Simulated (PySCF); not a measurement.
# C₄H₇ClSi: NMR shifts at several levels of theory, part 1 of 2

How much do the NMR shifts of C₄H₇ClSi (`C#C[C@@H]([SiH3])CCl`) depend on the level of theory, and what does each level cost?

The runs use PySCF 2.14.0, with density-fitted response routines of our own; the level of theory stands in each step. All values are computed, except where a source is named. Atoms are numbered from 0 throughout.

## 1. Starting geometry

13 atoms, charge 0, multiplicity 1; geometry from: PBE0-D3(BJ)/def2-SVP.

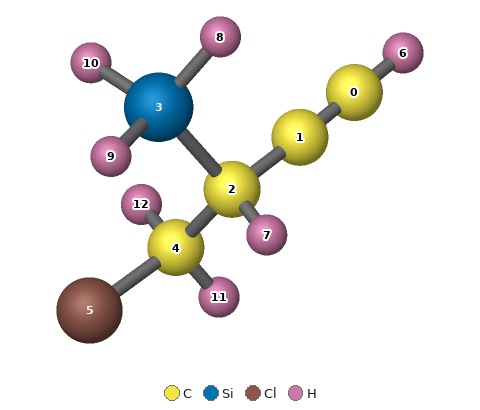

The starting geometry (carbon yellow, silicon blue, chlorine brown, hydrogen pink), atoms numbered; sticks join atoms by distance.

## 2. Nuclear shieldings: PBE0/6-31G*

What the job is given:

```
{"job": {"kind": "nmr", "xc": "PBE0", "basis": "6-31G*", "pop": true}, "charge": 0, "multiplicity": 1}
C      1.548720    -1.181623    -1.241384
C      0.549212    -1.767359    -0.884670
C     -0.668196    -2.464221    -0.504211
Si    -2.171030    -1.288062    -0.733088
C     -0.798123    -3.761777    -1.302089
Cl    -2.305409    -4.630866    -0.895968
H      2.436678    -0.660921    -1.548383
H     -0.626697    -2.713597     0.571609
H     -1.767166     0.066419    -0.257454
H     -3.345482    -1.755750     0.055701
H     -2.509567    -1.235939    -2.186340
H      0.038333    -4.442470    -1.092030
H     -0.819576    -3.555926    -2.381144
```

With the program's defaults for keys left out, this is: GIAO PBE0/6-31G* NMR shielding, non-relativistic, gas phase.

Command:

```console
> OMP_NUM_THREADS=1 python probes_run.py task.json out
```

The driver reads the jobs from task.json and runs them one after another.

Log:

```text
coarse grid: 11936 points
cycle   1  E = -905.7651653428  dE =  4.717e-01  |g| = 3.441e-01  |ddm| = 3.535e+00
cycle   2  E = -905.7717663109  dE = -6.601e-03  |g| = 3.111e-01  |ddm| = 9.180e-01
cycle   3  E = -905.7965575302  dE = -2.479e-02  |g| = 1.013e-01  |ddm| = 4.865e-01
cycle   4  E = -905.7988551370  dE = -2.298e-03  |g| = 4.166e-02  |ddm| = 1.227e-01
cycle   5  E = -905.7992628688  dE = -4.077e-04  |g| = 1.169e-02  |ddm| = 4.007e-02
cycle   6  E = -905.7992957129  dE = -3.284e-05  |g| = 2.101e-03  |ddm| = 1.495e-02
cycle   7  E = -905.7992969639  dE = -1.251e-06  |g| = 5.195e-04  |ddm| = 3.804e-03
final grid: 106112 points
cycle   8  E = -905.7391842847  dE = -1.695e-05  |g| = 5.756e-03  |ddm| = 2.329e-02
cycle   9  E = -905.7391795499  dE =  4.735e-06  |g| = 7.235e-03  |ddm| = 1.461e-02
cycle  10  E = -905.7391930722  dE = -1.352e-05  |g| = 1.679e-03  |ddm| = 9.790e-03
cycle  11  E = -905.7391937790  dE = -7.068e-07  |g| = 3.977e-04  |ddm| = 1.792e-03
cycle  12  E = -905.7391938187  dE = -3.972e-08  |g| = 7.759e-05  |ddm| = 5.143e-04
cycle  13  E = -905.7391938202  dE = -1.464e-09  |g| = 1.867e-05  |ddm| = 9.117e-05
cycle  14  E = -905.7391938203  dE = -9.504e-11  |g| = 4.771e-06  |ddm| = 2.860e-05
converged SCF energy = -905.7391938203

GIAO shielding tensors (ppm)
atom      isotropic    diamagn.    paramagn.     s11        s22        s33       span
  0 C      125.987     281.318    -155.332     60.681     67.688    249.590    188.909
  1 C      120.993     248.947    -127.953     30.118     37.250    295.612    265.494
  2 C      176.541     253.747     -77.205    156.844    172.367    200.414     43.570
  3 Si     440.012     882.731    -442.718    411.991    427.201    480.845     68.854
  4 C      148.147     240.860     -92.713    120.494    148.104    175.843     55.350
  5 Cl     868.844    1141.716    -272.871    719.188    819.840   1067.505    348.317
  6 H       30.186      31.523      -1.337     25.513     25.622     39.422     13.909
  7 H       29.832      31.368      -1.536     25.909     29.307     34.280      8.371
  8 H       27.734      31.979      -4.245     24.330     26.237     32.636      8.307
  9 H       27.404      28.841      -1.438     23.342     26.700     32.170      8.828
 10 H       27.809      29.464      -1.655     24.962     26.162     32.304      7.342
 11 H       28.352      24.909       3.443     22.153     28.966     33.937     11.784
 12 H       28.653      25.396       3.257     23.700     28.937     33.323      9.623
```

Wall time 9.6 s (1 thread of Arm Neoverse V1, shared host); peak memory 0.6 GiB.

The references, computed at this level on geometries of the same kind, shield at (ppm): 1H TMS 31.96, 13C TMS 194.1, 29Si TMS 418.1, 35Cl HCl 930. Their shielding less the atom's gives the shift. The references are single molecules in the gas phase. Atoms listed in one row are averaged.

```
      atoms                                    environment  σ (ppm)  δ (ppm)
         C1                                  alkyne carbon    121.0     73.1
         C0                         terminal alkyne carbon    126.0     68.2
         C4                           sp3 CH2 bonded to Cl    148.1     46.0
         C2                propargylic sp3 CH bonded to Si    176.5     17.6
H8, H9, H10              hydrogen on a silicon bonded to C    27.65     4.31
        H11            hydrogen on an sp3 CH2 bonded to Cl    28.35     3.61
        H12            hydrogen on an sp3 CH2 bonded to Cl    28.65     3.31
         H7  hydrogen on a propargylic sp3 CH bonded to Si    29.83     2.13
         H6           hydrogen on a terminal alkyne carbon    30.19     1.78
        Si3                       silicon bonded to C, 3 H    440.0    -21.9
        Cl5                           chlorine bonded to C      869       61
```

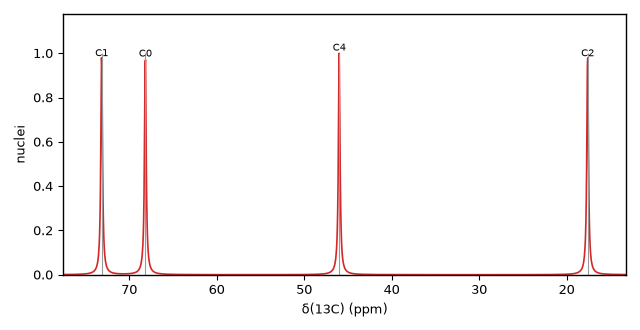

13C lines at the computed shifts, without couplings. Lines are broadened to a width of 0.22 ppm (Lorentzian).

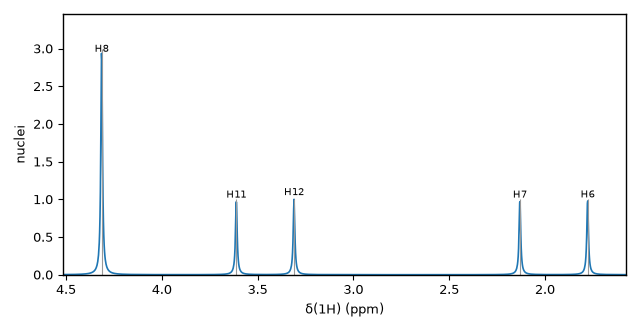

1H lines at the computed shifts, without couplings. Lines are broadened to a width of 0.01 ppm (Lorentzian).

The run also stored atomic charges by several schemes (e):

| atoms | Mulliken | IAO | Hirshfeld | ESP fit |
| --- | --- | --- | --- | --- |
| C0 | -0.50 | -0.23 | -0.12 | -0.38 |
| C1 | 0.30 | -0.04 | -0.05 | -0.08 |
| C2 | -0.49 | -0.38 | -0.08 | 0.13 |
| Si3 | 0.39 | 0.59 | 0.28 | 0.18 |
| C4 | -0.45 | -0.23 | 0.00 | -0.52 |
| Cl5 | -0.05 | -0.10 | -0.08 | -0.11 |

Hirshfeld charges:

C0 -0.12; C1 -0.05; C2 -0.08; Si3 0.28; C4 0.00; Cl5 -0.08; H6 0.10; H7 0.06; H8 -0.07; H9 -0.07; H10 -0.07; H11 0.05; H12 0.05

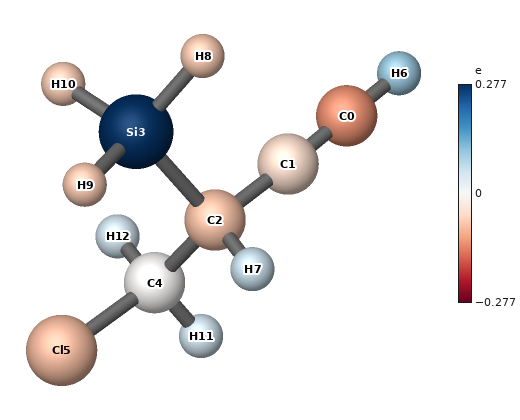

Hirshfeld charges, as colours on the atoms.

Mayer bond orders: C0–C1 2.82, C1–C2 0.98, C2–Si3 0.86, C2–C4 0.97, C4–Cl5 0.98.

## 3. Nuclear shieldings: PBE0/6-311+G(2d,p)

Settings changed since step 2:

```diff
@@ -1,2 +1,2 @@
-{"job": {"kind": "nmr", "xc": "PBE0", "basis": "6-31G*", "pop": true}, "charge": 0, "multiplicity": 1}
+{"job": {"kind": "nmr", "xc": "PBE0", "basis": "6-311+G(2d,p)", "pop": true}, "charge": 0, "multiplicity": 1}
 C      1.548720    -1.181623    -1.241384
```

Level: GIAO PBE0/6-311+G(2d,p) NMR shielding, non-relativistic, gas phase.

Log:

```text
coarse grid: 11936 points
cycle   1  E = -905.8079776856  dE =  4.305e-01  |g| = 3.682e-01  |ddm| = 8.686e+00
cycle   2  E = -905.8103369147  dE = -2.359e-03  |g| = 3.393e-01  |ddm| = 7.701e+00
cycle   3  E = -905.8374762613  dE = -2.714e-02  |g| = 1.031e-01  |ddm| = 3.046e+00
cycle   4  E = -905.8392645241  dE = -1.788e-03  |g| = 6.222e-02  |ddm| = 7.398e-01
cycle   5  E = -905.8401946870  dE = -9.302e-04  |g| = 1.350e-02  |ddm| = 1.754e-01
cycle   6  E = -905.8402356974  dE = -4.101e-05  |g| = 2.933e-03  |ddm| = 3.896e-02
cycle   7  E = -905.8402377764  dE = -2.079e-06  |g| = 8.708e-04  |ddm| = 3.185e-02
final grid: 106112 points
cycle   8  E = -905.8480684531  dE = -3.455e-05  |g| = 5.777e-03  |ddm| = 8.463e-01
cycle   9  E = -905.8480638705  dE =  4.583e-06  |g| = 7.089e-03  |ddm| = 4.245e-02
cycle  10  E = -905.8480767048  dE = -1.283e-05  |g| = 1.455e-03  |ddm| = 3.116e-02
cycle  11  E = -905.8480771812  dE = -4.764e-07  |g| = 4.729e-04  |ddm| = 9.770e-03
cycle  12  E = -905.8480772322  dE = -5.101e-08  |g| = 1.428e-04  |ddm| = 1.474e-03
cycle  13  E = -905.8480772370  dE = -4.773e-09  |g| = 2.668e-05  |ddm| = 6.673e-04
cycle  14  E = -905.8480772372  dE = -1.796e-10  |g| = 6.133e-06  |ddm| = 2.333e-04
converged SCF energy = -905.8480772372

GIAO shielding tensors (ppm)
atom      isotropic    diamagn.    paramagn.     s11        s22        s33       span
  0 C      110.961     242.394    -131.433     40.302     48.024    244.557    204.254
  1 C      101.786     215.343    -113.557      0.244      8.533    296.581    296.337
  2 C      166.721     294.668    -127.946    146.460    161.882    191.822     45.362
  3 Si     397.621     885.450    -487.829    364.641    382.552    445.671     81.029
  4 C      136.022     245.257    -109.235    107.940    134.605    165.520     57.580
  5 Cl     838.570    1140.229    -301.658    683.424    780.081   1052.206    368.782
  6 H       29.529      39.132      -9.604     24.564     24.737     39.285     14.721
  7 H       29.014      47.902     -18.888     24.818     29.010     33.215      8.397
  8 H       27.233      31.493      -4.260     23.972     25.715     32.012      8.040
  9 H       26.800      31.138      -4.338     22.847     26.169     31.384      8.537
 10 H       27.347      30.934      -3.587     24.567     25.809     31.667      7.100
 11 H       27.620      24.552       3.068     21.519     28.346     32.994     11.476
 12 H       28.017      26.041       1.975     23.061     28.304     32.684      9.623
```

It took 24 s on 1 thread of Arm Neoverse V1, shared host; peak memory 0.93 GiB.

In short: δ C1 84.7, C0 75.5, C4 50.4, C2 19.7, H8 4.38, H11 3.89 ppm (means over like atoms).

## 4. Shielding tensors: PBE0/def2-SVP

Settings changed since step 3:

```diff
@@ -1,2 +1,2 @@
-{"job": {"kind": "nmr", "xc": "PBE0", "basis": "6-311+G(2d,p)", "pop": true}, "charge": 0, "multiplicity": 1}
+{"job": {"kind": "nmr", "xc": "PBE0", "basis": "def2-SVP", "pop": true}, "charge": 0, "multiplicity": 1}
 C      1.548720    -1.181623    -1.241384
```

With the program's defaults for keys left out, this is: GIAO PBE0/def2-SVP NMR shielding, non-relativistic, gas phase.

Log:

```text
coarse grid: 11936 points
cycle   1  E = -905.2978611552  dE =  4.147e-01  |g| = 3.283e-01  |ddm| = 3.715e+00
cycle   2  E = -905.3013464542  dE = -3.485e-03  |g| = 3.103e-01  |ddm| = 9.666e-01
cycle   3  E = -905.3249736326  dE = -2.363e-02  |g| = 1.032e-01  |ddm| = 5.021e-01
cycle   4  E = -905.3273426523  dE = -2.369e-03  |g| = 4.366e-02  |ddm| = 1.201e-01
cycle   5  E = -905.3277940175  dE = -4.514e-04  |g| = 1.212e-02  |ddm| = 4.239e-02
cycle   6  E = -905.3278292121  dE = -3.519e-05  |g| = 2.225e-03  |ddm| = 1.353e-02
cycle   7  E = -905.3278306466  dE = -1.434e-06  |g| = 5.533e-04  |ddm| = 4.251e-03
final grid: 106112 points
cycle   8  E = -905.4340833634  dE = -1.705e-05  |g| = 5.309e-03  |ddm| = 2.318e-02
cycle   9  E = -905.4340788786  dE =  4.485e-06  |g| = 6.754e-03  |ddm| = 1.307e-02
cycle  10  E = -905.4340907202  dE = -1.184e-05  |g| = 1.570e-03  |ddm| = 8.551e-03
cycle  11  E = -905.4340913295  dE = -6.094e-07  |g| = 3.851e-04  |ddm| = 1.751e-03
cycle  12  E = -905.4340913668  dE = -3.730e-08  |g| = 6.718e-05  |ddm| = 5.034e-04
cycle  13  E = -905.4340913679  dE = -1.070e-09  |g| = 2.020e-05  |ddm| = 8.447e-05
cycle  14  E = -905.4340913680  dE = -1.100e-10  |g| = 3.814e-06  |ddm| = 3.086e-05
converged SCF energy = -905.4340913680

GIAO shielding tensors (ppm)
atom      isotropic    diamagn.    paramagn.     s11        s22        s33       span
  0 C      122.163     264.318    -142.155     55.929     63.035    247.524    191.595
  1 C      115.732     257.815    -142.083     22.473     29.308    295.416    272.943
  2 C      177.735     250.820     -73.085    157.542    173.159    202.504     44.963
  3 Si     466.727     881.283    -414.555    435.756    451.560    512.866     77.110
  4 C      146.357     239.822     -93.465    117.970    144.973    176.126     58.156
  5 Cl     886.744    1141.594    -254.850    744.705    841.311   1074.215    329.510
  6 H       29.601      34.866      -5.266     24.631     24.745     39.426     14.795
  7 H       29.279      31.318      -2.039     25.112     28.871     33.855      8.743
  8 H       27.365      31.326      -3.961     24.011     25.774     32.311      8.300
  9 H       26.981      28.604      -1.623     22.901     26.199     31.844      8.943
 10 H       27.478      29.351      -1.873     24.601     25.877     31.956      7.355
 11 H       27.856      24.671       3.184     21.619     28.391     33.558     11.939
 12 H       28.231      26.285       1.946     23.281     28.310     33.102      9.821
```

Wall time 10 s (1 thread of Arm Neoverse V1, shared host); peak memory 0.66 GiB.

In short: δ C1 78.0, C0 71.6, C4 47.4, C2 16.0, H8 4.07, H11 3.49 ppm (means over like atoms).

## 5. Nuclear shieldings: PBE0/def2-TZVP

Settings changed since step 4:

```diff
@@ -1,2 +1,2 @@
-{"job": {"kind": "nmr", "xc": "PBE0", "basis": "def2-SVP", "pop": true}, "charge": 0, "multiplicity": 1}
+{"job": {"kind": "nmr", "xc": "PBE0", "basis": "def2-TZVP", "pop": true}, "charge": 0, "multiplicity": 1}
 C      1.548720    -1.181623    -1.241384
```

With the program's defaults for keys left out, this is: GIAO PBE0/def2-TZVP NMR shielding, non-relativistic, gas phase.

Log:

```text
coarse grid: 11936 points
cycle   1  E = -905.8361167310  dE =  4.459e-01  |g| = 3.678e-01  |ddm| = 3.646e+00
cycle   2  E = -905.8390326575  dE = -2.916e-03  |g| = 3.459e-01  |ddm| = 1.169e+00
cycle   3  E = -905.8676026682  dE = -2.857e-02  |g| = 9.708e-02  |ddm| = 5.668e-01
cycle   4  E = -905.8691850208  dE = -1.582e-03  |g| = 5.850e-02  |ddm| = 9.417e-02
cycle   5  E = -905.8699994069  dE = -8.144e-04  |g| = 1.338e-02  |ddm| = 4.216e-02
cycle   6  E = -905.8700394931  dE = -4.009e-05  |g| = 3.137e-03  |ddm| = 1.223e-02
cycle   7  E = -905.8700417895  dE = -2.296e-06  |g| = 9.634e-04  |ddm| = 5.441e-03
final grid: 106112 points
cycle   8  E = -905.8621754599  dE = -3.834e-05  |g| = 6.336e-03  |ddm| = 1.301e-01
cycle   9  E = -905.8621703045  dE =  5.155e-06  |g| = 7.546e-03  |ddm| = 1.436e-02
cycle  10  E = -905.8621845655  dE = -1.426e-05  |g| = 1.676e-03  |ddm| = 8.926e-03
cycle  11  E = -905.8621851599  dE = -5.944e-07  |g| = 5.901e-04  |ddm| = 2.104e-03
cycle  12  E = -905.8621852408  dE = -8.083e-08  |g| = 1.538e-04  |ddm| = 4.884e-04
cycle  13  E = -905.8621852462  dE = -5.461e-09  |g| = 3.137e-05  |ddm| = 2.115e-04
cycle  14  E = -905.8621852465  dE = -2.456e-10  |g| = 6.451e-06  |ddm| = 5.149e-05
converged SCF energy = -905.8621852465

GIAO shielding tensors (ppm)
atom      isotropic    diamagn.    paramagn.     s11        s22        s33       span
  0 C      111.563     268.537    -156.974     41.177     48.961    244.550    203.373
  1 C      101.735     262.714    -160.979      0.476      8.073    296.656    296.180
  2 C      166.196     240.754     -74.558    145.803    161.235    191.550     45.747
  3 Si     386.144     880.552    -494.408    352.227    370.577    435.628     83.402
  4 C      135.885     242.826    -106.941    107.926    134.646    165.081     57.155
  5 Cl     827.910    1141.010    -313.099    664.682    766.941   1052.107    387.425
  6 H       29.503      30.392      -0.889     24.550     24.728     39.232     14.682
  7 H       29.036      30.832      -1.795     24.893     29.085     33.131      8.238
  8 H       27.200      32.437      -5.237     24.019     25.648     31.932      7.913
  9 H       26.772      29.439      -2.667     22.887     26.089     31.340      8.453
 10 H       27.339      30.116      -2.777     24.594     25.807     31.615      7.020
 11 H       27.619      26.023       1.596     21.475     28.364     33.019     11.544
 12 H       28.007      26.929       1.078     23.043     28.262     32.715      9.672
```

Wall time 29 s (1 thread of Arm Neoverse V1, shared host); peak memory 1.1 GiB.

In short: δ C1 84.9, C0 75.1, C4 50.8, C2 20.5, H8 4.38, H11 3.86 ppm (means over like atoms).

## 6. NMR shieldings: PBE0/cc-pVDZ

Settings changed since step 5:

```diff
@@ -1,2 +1,2 @@
-{"job": {"kind": "nmr", "xc": "PBE0", "basis": "def2-TZVP", "pop": true}, "charge": 0, "multiplicity": 1}
+{"job": {"kind": "nmr", "xc": "PBE0", "basis": "cc-pVDZ", "pop": true}, "charge": 0, "multiplicity": 1}
 C      1.548720    -1.181623    -1.241384
```

With the program's defaults for keys left out, this is: GIAO PBE0/cc-pVDZ NMR shielding, non-relativistic, gas phase.

Log:

```text
coarse grid: 11936 points
cycle   1  E = -905.7421950546  dE =  5.055e-01  |g| = 3.215e-01  |ddm| = 6.688e+00
cycle   2  E = -905.7459511556  dE = -3.756e-03  |g| = 3.066e-01  |ddm| = 1.378e+00
cycle   3  E = -905.7698159996  dE = -2.386e-02  |g| = 9.960e-02  |ddm| = 6.932e-01
cycle   4  E = -905.7720423261  dE = -2.226e-03  |g| = 4.133e-02  |ddm| = 1.759e-01
cycle   5  E = -905.7724423910  dE = -4.001e-04  |g| = 1.221e-02  |ddm| = 6.088e-02
cycle   6  E = -905.7724784333  dE = -3.604e-05  |g| = 2.114e-03  |ddm| = 2.292e-02
cycle   7  E = -905.7724797319  dE = -1.299e-06  |g| = 5.567e-04  |ddm| = 5.054e-03
final grid: 106112 points
cycle   8  E = -905.7929251111  dE = -1.521e-05  |g| = 5.963e-03  |ddm| = 5.559e-02
cycle   9  E = -905.7929189660  dE =  6.145e-06  |g| = 7.704e-03  |ddm| = 2.518e-02
cycle  10  E = -905.7929344360  dE = -1.547e-05  |g| = 1.797e-03  |ddm| = 1.469e-02
cycle  11  E = -905.7929352426  dE = -8.066e-07  |g| = 4.191e-04  |ddm| = 2.837e-03
cycle  12  E = -905.7929352873  dE = -4.470e-08  |g| = 7.383e-05  |ddm| = 7.182e-04
cycle  13  E = -905.7929352886  dE = -1.307e-09  |g| = 2.137e-05  |ddm| = 1.458e-04
cycle  14  E = -905.7929352887  dE = -1.257e-10  |g| = 4.309e-06  |ddm| = 5.215e-05
converged SCF energy = -905.7929352887

GIAO shielding tensors (ppm)
atom      isotropic    diamagn.    paramagn.     s11        s22        s33       span
  0 C      124.334     269.070    -144.736     59.385     66.124    247.492    188.107
  1 C      117.662     251.401    -133.739     24.565     32.482    295.940    271.375
  2 C      176.241     248.022     -71.781    155.501    171.308    201.915     46.414
  3 Si     465.789     883.049    -417.259    435.621    452.927    508.820     73.199
  4 C      146.698     239.189     -92.491    117.613    145.489    176.991     59.379
  5 Cl     873.559    1141.988    -268.429    729.010    826.160   1065.507    336.498
  6 H       29.455      34.931      -5.476     24.534     24.677     39.153     14.618
  7 H       29.018      30.616      -1.598     25.020     28.741     33.292      8.272
  8 H       27.323      31.708      -4.385     23.858     25.704     32.406      8.548
  9 H       26.929      28.794      -1.865     22.823     26.132     31.832      9.010
 10 H       27.448      29.438      -1.990     24.518     25.793     32.031      7.513
 11 H       27.614      24.419       3.194     21.437     28.224     33.180     11.743
 12 H       27.977      25.878       2.100     23.164     28.086     32.682      9.518
```

It took 12 s on 1 thread of Arm Neoverse V1, shared host; peak memory 0.72 GiB.

In short: δ C1 79.1, C0 72.4, C4 50.1, C2 20.5, H8 4.06, H11 3.68 ppm (means over like atoms).

## 7. NMR shieldings: PBE0/cc-pVTZ

Settings changed since step 6:

```diff
@@ -1,2 +1,2 @@
-{"job": {"kind": "nmr", "xc": "PBE0", "basis": "cc-pVDZ", "pop": true}, "charge": 0, "multiplicity": 1}
+{"job": {"kind": "nmr", "xc": "PBE0", "basis": "cc-pVTZ", "pop": true}, "charge": 0, "multiplicity": 1}
 C      1.548720    -1.181623    -1.241384
```

Method: GIAO PBE0/cc-pVTZ NMR shielding, non-relativistic, gas phase.

Log:

```text
coarse grid: 11936 points
cycle   1  E = -905.8259285897  dE =  4.540e-01  |g| = 3.657e-01  |ddm| = 7.010e+00
cycle   2  E = -905.8292012028  dE = -3.273e-03  |g| = 3.438e-01  |ddm| = 1.330e+00
cycle   3  E = -905.8573426794  dE = -2.814e-02  |g| = 9.736e-02  |ddm| = 6.835e-01
cycle   4  E = -905.8590512424  dE = -1.709e-03  |g| = 5.530e-02  |ddm| = 1.874e-01
cycle   5  E = -905.8597721467  dE = -7.209e-04  |g| = 1.361e-02  |ddm| = 7.559e-02
cycle   6  E = -905.8598139192  dE = -4.177e-05  |g| = 2.824e-03  |ddm| = 2.154e-02
cycle   7  E = -905.8598158633  dE = -1.944e-06  |g| = 8.802e-04  |ddm| = 6.062e-03
final grid: 106112 points
cycle   8  E = -905.8678402340  dE = -4.628e-05  |g| = 6.223e-03  |ddm| = 1.396e-01
cycle   9  E = -905.8678349254  dE =  5.309e-06  |g| = 7.595e-03  |ddm| = 2.399e-02
cycle  10  E = -905.8678493413  dE = -1.442e-05  |g| = 1.695e-03  |ddm| = 1.335e-02
cycle  11  E = -905.8678499969  dE = -6.556e-07  |g| = 5.344e-04  |ddm| = 2.766e-03
cycle  12  E = -905.8678500621  dE = -6.511e-08  |g| = 1.581e-04  |ddm| = 8.108e-04
cycle  13  E = -905.8678500679  dE = -5.853e-09  |g| = 2.980e-05  |ddm| = 2.620e-04
cycle  14  E = -905.8678500681  dE = -2.212e-10  |g| = 6.513e-06  |ddm| = 6.317e-05
converged SCF energy = -905.8678500681

GIAO shielding tensors (ppm)
atom      isotropic    diamagn.    paramagn.     s11        s22        s33       span
  0 C      111.985     262.844    -150.859     41.675     49.514    244.768    203.093
  1 C      103.420     265.192    -161.772      2.817     10.685    296.757    293.940
  2 C      167.498     239.428     -71.930    147.013    162.321    193.159     46.146
  3 Si     408.016     887.516    -479.500    374.301    392.300    457.447     83.146
  4 C      136.452     241.624    -105.172    108.423    135.176    165.756     57.332
  5 Cl     854.374    1141.727    -287.353    705.300    796.867   1060.954    355.654
  6 H       29.380      32.085      -2.706     24.375     24.551     39.213     14.838
  7 H       28.823      29.686      -0.863     24.643     28.730     33.097      8.454
  8 H       27.245      32.318      -5.072     23.985     25.678     32.073      8.089
  9 H       26.803      28.704      -1.901     22.837     26.121     31.452      8.614
 10 H       27.379      29.569      -2.190     24.594     25.822     31.722      7.128
 11 H       27.397      25.346       2.051     21.201     28.085     32.903     11.702
 12 H       27.797      26.074       1.723     22.807     28.015     32.569      9.762
```

It took 38 s on 1 thread of Arm Neoverse V1, shared host; peak memory 1 GiB.

This run: δ C1 83.9, C0 75.3, C4 50.8, C2 19.8, H8 4.15, H11 3.89 ppm (means over like atoms).

(Continued in part 2 of 2.)
